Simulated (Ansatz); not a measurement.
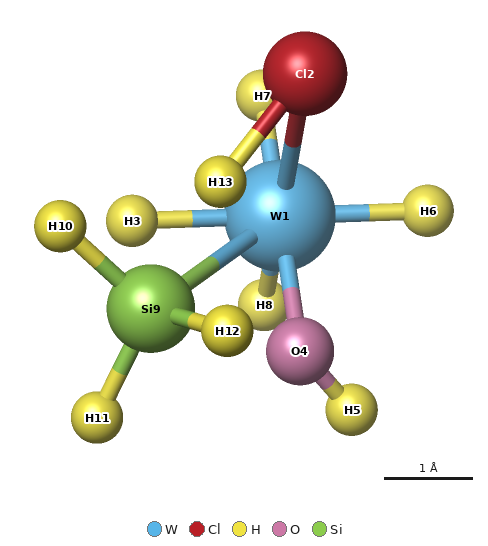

*The input geometry (ball-and-stick view, seen at a tilt; atoms are numbered from 1 in the order of the input). Sticks mark near contacts.*

Bond lengths as drawn: Cl–H 1.62 Å, Cl–W 2.74 Å, H–O 1.01 Å, H–Si 1.46 Å, H–W 1.72 Å, O–W 1.94 Å and Si–W 2.78 Å.

Geometry relaxation of WSiH₉ClO (part 1 of 2)

System: WSiH₉ClO.
Method: RKS PBE-D4/def2-SVP (Ansatz 0.2.0).

The input holds or restrains some coordinates. It belongs to a series of runs on one base structure; here: pulled along the bonds that form and break, towards end A. Figures and captions count atoms from 1; the log counts them from 0 in places.

### The program's output
```
The last accepted step is kept in [file] (removed where the run ends without a failure and the disk answers)
Engine: ansatz 0.2.0, x86_64-unknown-linux-gnu
Functional definition: PBE
  parameter kappa = 0.804
  parameter beta = 0.06672455060314922
  exchange = pbe_x(kappa = kappa, mu = beta*pi^2/3)
  correlation = pbe_c(beta = beta)
1363 factors; their error is unknown
mean field evaluation 1: about -24388.5129 eV, gradient 5.2e1 eV
mean field evaluation 2: about -24298.6837 eV, gradient 1.8e2 eV
mean field evaluation 4: about -24357.4847 eV, gradient 1.1e2 eV
mean field evaluation 8: about -24394.6947 eV, gradient 2.9e-1 eV
mean field evaluation 16: about -24380.4228 eV, gradient 3.9e1 eV
mean field evaluation 32: about -24394.6760 eV, gradient 1.2e0 eV
mean field -24394.69502997 eV, -896.4885070332 hartree, gradient 2.8e-5 eV, S^2 0.000000; 2 other end points of the search recorded, 0 dependent functions left out
the calculation of the forces begins
reference -24394.69509309 eV, -896.4885093530 hartree; 31, 31 occupied and 96, 96 virtual orbitals, 1363 factors
relax step   1: F+E_penalty+E_count = -24395.08014736 eV  Δ(F+E_penalty+E_count) = +0.000e0 eV  max|allowed force component| = 2.788e0 eV/Å  E_restraint = 28.50559347 eV  max|allowed force component, restraints' pulls added| = 2.139e1 eV/Å  Δτ_max = 0.0000 Å  (116 SCF iters, accepted)
  distance W 0 - Si 8 = 2.7800 Å
  distance H 12 - Cl 1 = 1.6238 Å
  distance W 0 - Cl 1 = 2.7400 Å
  distance H 12 - Si 8 = 1.7293 Å
these checks for a lower state are left out or cut short: starts, cluster_reference, orbital_swaps, neighbouring_geometries, increment
1363 factors; their error is unknown
mean field -24393.93606660 eV, -896.4606156439 hartree, gradient 3.1e-5 eV, S^2 0.000000; 0 other end points of the search recorded, 0 dependent functions left out
[... from here on the field's lines of each further geometry are left out, up to the last ...]
relax step   2: F+E_penalty+E_count = -24394.31165871 eV  Δ(F+E_penalty+E_count) = +7.685e-1 eV  max|allowed force component| = 4.617e0 eV/Å  E_restraint = 11.94870049 eV  max|allowed force component, restraints' pulls added| = 1.309e1 eV/Å  Δτ_max = 0.1982 Å  (48 SCF iters, accepted)
relax step   3: F+E_penalty+E_count = -24394.52102419 eV  Δ(F+E_penalty+E_count) = -2.094e-1 eV  max|allowed force component| = 4.903e0 eV/Å  E_restraint = 3.33595316 eV  max|allowed force component, restraints' pulls added| = 6.364e0 eV/Å  Δτ_max = 0.1949 Å  (48 SCF iters, accepted)
relax step   4: F+E_penalty+E_count = -24396.03875911 eV  Δ(F+E_penalty+E_count) = -1.518e0 eV  max|allowed force component| = 4.815e0 eV/Å  E_restraint = 0.43683900 eV  max|allowed force component, restraints' pulls added| = 1.751e0 eV/Å  Δτ_max = 0.1998 Å  (47 SCF iters, accepted)
relax step   5: F+E_penalty+E_count = -24398.00069655 eV  Δ(F+E_penalty+E_count) = -1.962e0 eV  max|allowed force component| = 3.931e0 eV/Å  E_restraint = 0.31058688 eV  max|allowed force component, restraints' pulls added| = 2.141e0 eV/Å  Δτ_max = 0.1950 Å  (45 SCF iters, accepted)
relax step   6: F+E_penalty+E_count = -24399.51035732 eV  Δ(F+E_penalty+E_count) = -1.510e0 eV  max|allowed force component| = 2.141e0 eV/Å  E_restraint = 0.38122030 eV  max|allowed force component, restraints' pulls added| = 2.515e0 eV/Å  Δτ_max = 0.1935 Å  (45 SCF iters, accepted)
relax step   7: F+E_penalty+E_count = -24400.36643344 eV  Δ(F+E_penalty+E_count) = -8.561e-1 eV  max|allowed force component| = 1.300e0 eV/Å  E_restraint = 0.21618417 eV  max|allowed force component, restraints' pulls added| = 1.300e0 eV/Å  Δτ_max = 0.1951 Å  (38 SCF iters, accepted)
relax step   8: F+E_penalty+E_count = -24400.82798635 eV  Δ(F+E_penalty+E_count) = -4.616e-1 eV  max|allowed force component| = 1.120e0 eV/Å  E_restraint = 0.05699993 eV  max|allowed force component, restraints' pulls added| = 1.120e0 eV/Å  Δτ_max = 0.1989 Å  (38 SCF iters, accepted)
relax step   9: F+E_penalty+E_count = -24401.09738158 eV  Δ(F+E_penalty+E_count) = -2.694e-1 eV  max|allowed force component| = 5.736e-1 eV/Å  E_restraint = 0.03169020 eV  max|allowed force component, restraints' pulls added| = 5.276e-1 eV/Å  Δτ_max = 0.1997 Å  (37 SCF iters, accepted)
relax step  10: F+E_penalty+E_count = -24401.13324148 eV  Δ(F+E_penalty+E_count) = -3.586e-2 eV  max|allowed force component| = 6.852e-1 eV/Å  E_restraint = 0.03180144 eV  max|allowed force component, restraints' pulls added| = 8.005e-1 eV/Å  Δτ_max = 0.1947 Å  (38 SCF iters, accepted)
relax step  11: F+E_penalty+E_count = -24401.17905131 eV  Δ(F+E_penalty+E_count) = -4.581e-2 eV  max|allowed force component| = 6.914e-1 eV/Å  E_restraint = 0.02049294 eV  max|allowed force component, restraints' pulls added| = 4.070e-1 eV/Å  Δτ_max = 0.0939 Å  (33 SCF iters, accepted)
relax step  12: F+E_penalty+E_count = -24401.20698009 eV  Δ(F+E_penalty+E_count) = -2.793e-2 eV  max|allowed force component| = 7.589e-1 eV/Å  E_restraint = 0.02476896 eV  max|allowed force component, restraints' pulls added| = 1.632e-1 eV/Å  Δτ_max = 0.1631 Å  (38 SCF iters, accepted)
relax step  13: F+E_penalty+E_count = -24401.21638259 eV  Δ(F+E_penalty+E_count) = -9.403e-3 eV  max|allowed force component| = 7.421e-1 eV/Å  E_restraint = 0.02430294 eV  max|allowed force component, restraints' pulls added| = 7.421e-1 eV/Å  Δτ_max = 0.1926 Å  (38 SCF iters, accepted)
relax step  14: F+E_penalty+E_count = -24401.22771900 eV  Δ(F+E_penalty+E_count) = -1.134e-2 eV  max|allowed force component| = 6.257e-1 eV/Å  E_restraint = 0.02356833 eV  max|allowed force component, restraints' pulls added| = 2.912e-1 eV/Å  Δτ_max = 0.0345 Å  (34 SCF iters, accepted)
relax step  15: F+E_penalty+E_count = -24401.22850574 eV  Δ(F+E_penalty+E_count) = -7.867e-4 eV  max|allowed force component| = 1.001e0 eV/Å  E_restraint = 0.02312275 eV  max|allowed force component, restraints' pulls added| = 2.304e-1 eV/Å  Δτ_max = 0.2000 Å  (38 SCF iters, accepted)
relax step  16: F+E_penalty+E_count = -24401.20548506 eV  Δ(F+E_penalty+E_count) = +2.302e-2 eV  max|allowed force component| = 9.712e-1 eV/Å  E_restraint = 0.02000263 eV  max|allowed force component, restraints' pulls added| = 3.119e-1 eV/Å  Δτ_max = 0.1385 Å  (32 SCF iters, rejected (line search))
relax step  17: F+E_penalty+E_count = -24401.23650127 eV  Δ(F+E_penalty+E_count) = -7.996e-3 eV  max|allowed force component| = 6.013e-1 eV/Å  E_restraint = 0.02272481 eV  max|allowed force component, restraints' pulls added| = 1.717e-1 eV/Å  Δτ_max = 0.0673 Å  (34 SCF iters, accepted)
the calculation of the forces begins
reference -24400.91970322 eV, -896.7172595557 hartree; 31, 31 occupied and 96, 96 virtual orbitals, 1363 factors
relax step  18: F+E_penalty+E_count = -24401.23814911 eV  Δ(F+E_penalty+E_count) = -1.648e-3 eV  max|allowed force component| = 7.325e-1 eV/Å  E_restraint = 0.02303838 eV  max|allowed force component, restraints' pulls added| = 5.912e-2 eV/Å  Δτ_max = 0.0214 Å  (32 SCF iters, accepted)
```

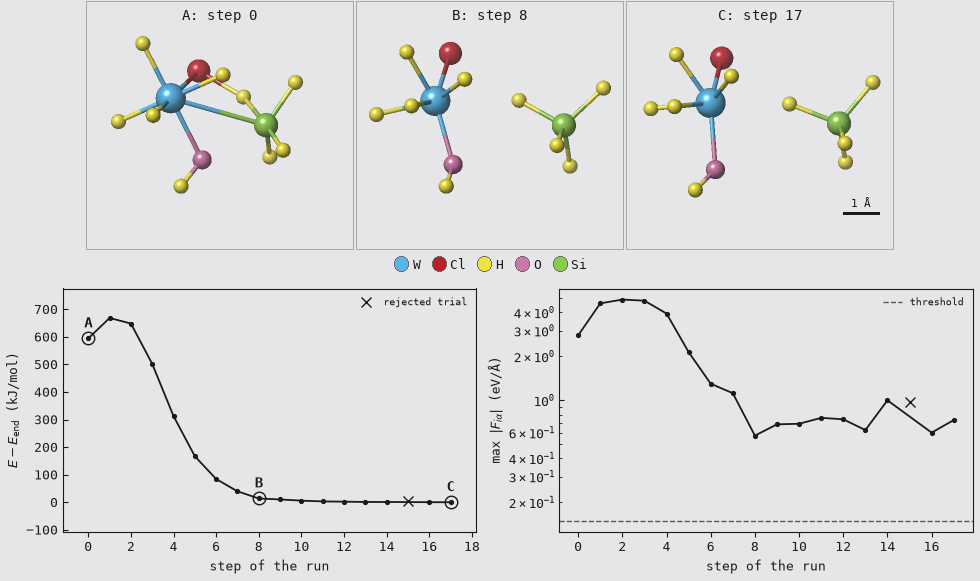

*Frames of the restrained relaxation (ball-and-stick view, seen at an oblique angle) above the curves, on which the letters mark them (the first geometry is step 0 here and step 1 in the log).*

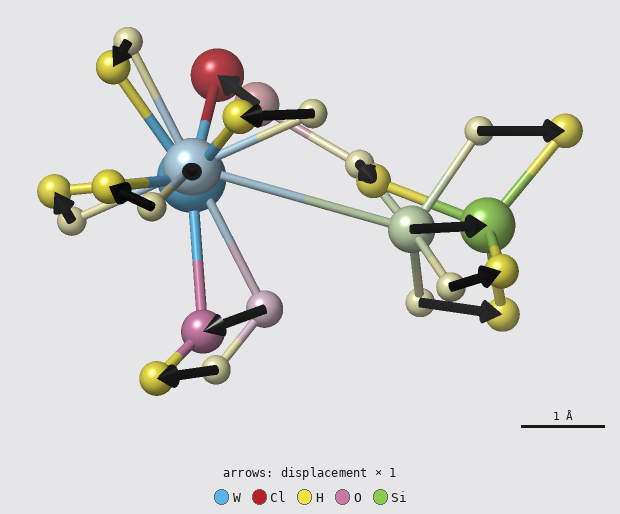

*Start (faint) and end (solid) with the displacements as black arrows, at true length (ball-and-stick view, seen at an oblique angle). The two geometries are laid on each other by the best rigid fit.*

After 17 geometry steps the energy has fallen by 594.2 kJ/mol. Largest force component: 2.8 eV/Å at the start, 0.73 eV/Å at the end. The line search rejected the trial step at point 15 (counted from 0) and went back. The largest move after the best rigid fit is that of H10, 1.17 Å. Largest moves by element: H 1.17 Å, Si 1.05 Å, O 0.86 Å, Cl 0.65 Å, W 0.29 Å. Among the contacts that change: Cl2–H13 1.624 → 2.584 Å, W1–Si9 2.780 → 3.671 Å, W1–Cl2 2.740 → 2.367 Å, Si9–H13 1.729 → 1.487 Å. Bonds break: W1–Si9 (2.78 → 3.67 Å). Among the angles that change: H11–Si9–H13 177.4° → 109.8°, H3–W1–H6 180.0° → 119.2°, Cl2–W1–O4 90.0° → 131.2°. (Atoms are counted from 1 in the order of the input.)

```
  distance W 0 - Si 8 = 3.6713 Å
  distance H 12 - Cl 1 = 2.5839 Å
  distance W 0 - Cl 1 = 2.3670 Å
  distance H 12 - Si 8 = 1.4872 Å
1363 factors; their error is unknown
mean field -24400.91963522 eV, -896.7172570570 hartree, gradient 2.1e-5 eV, S^2 0.000000; 1 other end points of the search recorded, 0 dependent functions left out
the calculation of the forces begins
reference -24400.91970322 eV, -896.7172595557 hartree; 31, 31 occupied and 96, 96 virtual orbitals, 1363 factors
Total energy: -24401.23821711 eV, -896.7289647253 hartree
Atom 0 at    -0.153189     0.143723     0.205530 Å, force     0.204970    -0.034726     0.732539 eV/Å
Atom 1 at    -0.144760    -0.564712     2.464042 Å, force    -0.246711    -0.075226    -0.501212 eV/Å
Atom 2 at     1.142710    -0.424988    -0.735525 Å, force    -0.028761    -0.004058     0.000685 eV/Å
Atom 3 at    -0.618795     1.802006    -0.577556 Å, force     0.005561    -0.036257     0.059120 eV/Å
Atom 4 at    -1.104828     1.979691    -1.403234 Å, force    -0.021714     0.022524    -0.056862 eV/Å
Atom 5 at    -1.700207    -0.433866    -0.098214 Å, force     0.014055    -0.006186    -0.004882 eV/Å
Atom 6 at    -0.302373    -1.518746    -0.053779 Å, force    -0.009164     0.023559    -0.028957 eV/Å
Atom 7 at    -0.545470    -0.385432    -1.344779 Å, force     0.014440    -0.019110     0.045693 eV/Å
Atom 8 at     2.438528     2.339000     1.599244 Å, force     0.381526     0.437870    -0.055228 eV/Å
Atom 9 at     3.586267     1.786206     2.390110 Å, force    -0.004292    -0.003491     0.002675 eV/Å
Atom 10 at     2.878208     2.732308     0.220350 Å, force    -0.000410    -0.004135     0.007436 eV/Å
Atom 11 at     1.803836     3.500510     2.304447 Å, force    -0.001862    -0.002411     0.002575 eV/Å
Atom 12 at     1.416775     1.261700     1.514162 Å, force    -0.307638    -0.298354    -0.203582 eV/Å
Dipole moment:     0.154660     0.692635    -0.200146 e Å
```

### Trajectory as extended XYZ (Å, eV, eV/Å), 18 frames, from step=1 to step=18
```
13
Properties=species:S:1:pos:R:3:forces:R:3 step=1 energy=-24395.08015
W     0.0000    0.0000    0.0000    0.0154   0.6951   2.7877
Cl    0.0000    0.0000    2.7400    0.7048   0.6630  -0.2020
H     1.7200    0.0000    0.0000    2.1596   0.2207  -0.8821
O     0.0000    1.9400    0.0000   -2.1714   1.4584  -2.3166
H    -0.6343    2.2771   -0.7100    0.6023   0.4092   0.6478
H    -1.7200    0.0000    0.0000   -1.1612  -0.2939  -0.5061
H     0.0000   -1.7200    0.0000    0.0220  -0.8906  -0.0349
H     0.0000    0.0000   -1.7200    0.0525   0.0495   0.1532
Si    1.8270    1.9032    0.8766    0.2950  -1.4313  -1.5233
H     2.8830    1.2483    1.6430    1.0629  -0.1355   0.7723
H     2.4126    2.5833   -0.2750    0.4485   0.3194  -0.4857
H     1.1461    2.8789    1.7227   -0.3439   0.6105   0.9147
H     1.0623    1.1066    2.2075   -1.6866  -1.6744   0.6748
13
Properties=species:S:1:pos:R:3:forces:R:3 step=2 energy=-24394.31166
W    -0.1281   -0.1102    0.0564    3.1957   3.2711   4.6171
Cl   -0.1171   -0.1229    2.6964   -0.2204  -0.4366  -0.2269
H     1.7341    0.0033   -0.0108    0.3811   0.6595  -1.1112
O     0.0001    1.9273   -0.0130   -1.1901  -0.0110  -1.6385
H    -0.6307    2.2838   -0.7055    0.6795   0.2624   0.5959
H    -1.7487   -0.0056   -0.0067   -2.4691   0.4641  -1.4459
H    -0.0016   -1.7434    0.0002    0.5409  -2.1330  -0.4690
H    -0.0006   -0.0008   -1.7120   -0.3171  -0.3346   0.6813
Si    1.9309    2.0119    0.9403   -0.8228  -1.9663  -1.9868
H     2.9091    1.2457    1.6612    1.7420  -0.1029   0.8974
H     2.4255    2.5948   -0.2859    0.5200   0.3955  -0.7852
H     1.1388    2.8980    1.7440   -0.4963   1.3122   1.1484
H     1.1850    1.2355    2.1201   -1.5435  -1.3803  -0.2766
13
Properties=species:S:1:pos:R:3:forces:R:3 step=3 energy=-24394.52102
W    -0.2006   -0.1865    0.1667    4.0042   4.5759   4.9030
Cl   -0.2481   -0.2639    2.6654   -0.7228  -1.0293  -0.9790
H     1.7255    0.0218   -0.0349   -0.8318   0.1402  -1.0423
O    -0.0033    1.9143   -0.0270   -0.8518  -1.1193  -0.7494
H    -0.6226    2.2880   -0.7010    0.4270   0.1906   0.2470
H    -1.7973    0.0133   -0.0458   -1.9061   0.6156  -1.7955
H     0.0159   -1.7901   -0.0137    0.6381  -1.9555  -0.8593
H    -0.0120   -0.0128   -1.6860   -0.4761  -0.6427   1.3421
Si    2.0341    2.1091    0.9806   -0.9720  -1.1957  -1.2520
H     2.9468    1.2468    1.6757    2.0995   0.0082   0.7503
H     2.4371    2.6038   -0.3066    0.4457   0.2440  -1.0703
H     1.1335    2.9248    1.7612   -0.2214   1.6068   0.9525
H     1.2877    1.3487    2.0501   -1.6324  -1.4387  -0.4471
13
Properties=species:S:1:pos:R:3:forces:R:3 step=4 energy=-24396.03876
W    -0.2471   -0.2208    0.3312    3.6082   4.8153   1.2632
Cl   -0.3679   -0.4141    2.6644   -0.5584  -0.9399  -0.2554
H     1.6326    0.0054   -0.1020   -1.7416  -0.5119  -0.5601
O    -0.0236    1.8608   -0.0304   -1.0498  -1.5373   0.0996
H    -0.6062    2.2854   -0.6971    0.2186  -0.1616  -0.1060
H    -1.8395    0.0535   -0.1743   -0.1293   0.0572  -1.1158
H     0.0534   -1.8394   -0.0816    0.1615  -0.3781  -0.4953
H    -0.0483   -0.0691   -1.5768   -0.4363  -0.7535   1.5926
Si    2.1603    2.2482    1.0489   -0.7109  -0.7738  -0.1597
H     3.0621    1.2877    1.7016    1.6417   0.5687   0.4119
H     2.4580    2.6087   -0.3446    0.0844  -0.1060  -0.4609
H     1.1548    3.0245    1.8022    0.4111   1.3812   0.4801
H     1.3082    1.3867    1.9433   -1.4992  -1.6602  -0.6942
13
Properties=species:S:1:pos:R:3:forces:R:3 step=5 energy=-24398.00070
W    -0.2264   -0.1570    0.3578    2.3413   3.9315   1.5702
Cl   -0.4102   -0.4962    2.6835   -0.3557  -0.7663  -0.4210
H     1.4817   -0.0530   -0.1724   -1.1305  -0.5574  -0.7464
O    -0.0901    1.8217   -0.0102   -1.5019  -1.1676  -0.3044
H    -0.6005    2.2595   -0.7262    0.3122  -0.2053  -0.1804
H    -1.8213    0.0452   -0.2822    0.4115  -0.3859  -0.7561
H     0.0564   -1.8178   -0.1176   -0.1930   0.2833  -0.2495
H    -0.0904   -0.1500   -1.4461   -0.1867  -0.4872   0.9836
Si    2.2395    2.3282    1.1391   -0.9994  -1.4198   0.2227
H     3.2123    1.3775    1.7517    1.0797   0.8734   0.3322
H     2.4675    2.5994   -0.3241   -0.0661  -0.1252   0.2289
H     1.2221    3.1533    1.8583    0.7068   0.9894   0.2587
H     1.2561    1.3069    1.7731   -0.4184  -0.9629  -0.9384
13
Properties=species:S:1:pos:R:3:forces:R:3 step=6 energy=-24399.51036
W    -0.2303   -0.0723    0.3880    1.4347   2.1406   1.2932
Cl   -0.3929   -0.5288    2.7083   -0.2629  -0.6288  -0.5158
H     1.3542   -0.1257   -0.2981   -0.6927  -0.4018  -0.4142
O    -0.2205    1.8077   -0.0137   -1.4617  -0.2663  -1.0276
H    -0.6113    2.2302   -0.8204    0.5129  -0.2592   0.2718
H    -1.7936   -0.0308   -0.3879    0.6545  -0.5341  -0.2029
H     0.0125   -1.7524   -0.1343   -0.3802   0.5543  -0.0339
H    -0.1050   -0.2043   -1.3437   -0.1551  -0.1947   0.4272
Si    2.2868    2.3471    1.2377   -1.2652  -1.7176  -0.0876
H     3.3605    1.4765    1.8273    0.6066   0.9161   0.2687
H     2.4633    2.5832   -0.2603   -0.0347  -0.0565   0.5693
H     1.3103    3.2648    1.9194    0.7859   0.6240   0.1841
H     1.2627    1.2222    1.6626    0.2578  -0.1758  -0.7323
```
